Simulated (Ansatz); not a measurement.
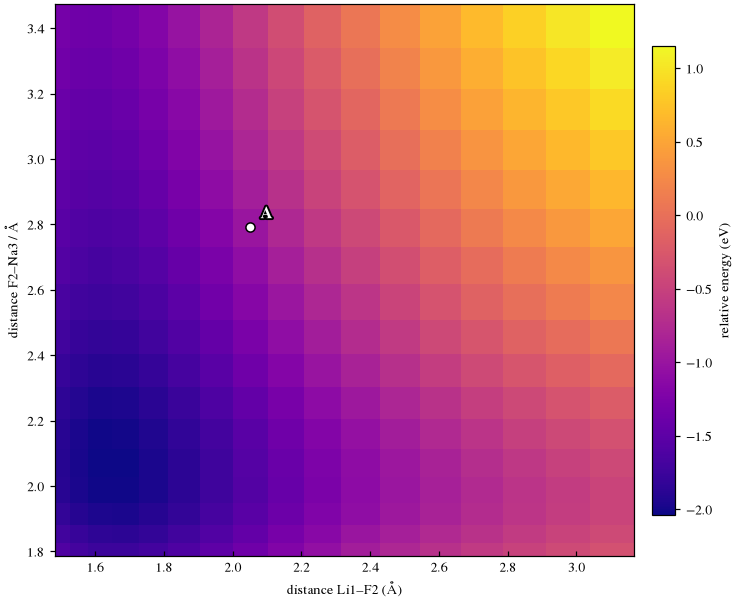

The system Li + FNa, spin multiplicity 2. First axis: distance Li1–F2. Second axis: distance F2–Na3. Nothing is relaxed (the angle Li1–F2–Na3 is fixed at 120 degrees). Grid: 17 × 17 points. Points are written as (first, second). All energies are given in eV relative to Li far from the relaxed FNa (each part in its own basis). The D4 coefficients can switch as the alkali atoms part, which puts small steps into the map. The calculation used Ansatz 0.2.0, UKS PBE0-D4/def2-SVPD.

In the figure: one coloured cell a grid point, the point A.

**Is A at rest? If not, where is it pushed?**

A, at (2.050 Å, 2.791 Å), is not a stationary point. The computed force is 2 eV for each Å towards smaller values of distance Li1–F2 and 0.79 eV for each Å towards smaller values of distance F2–Na3.
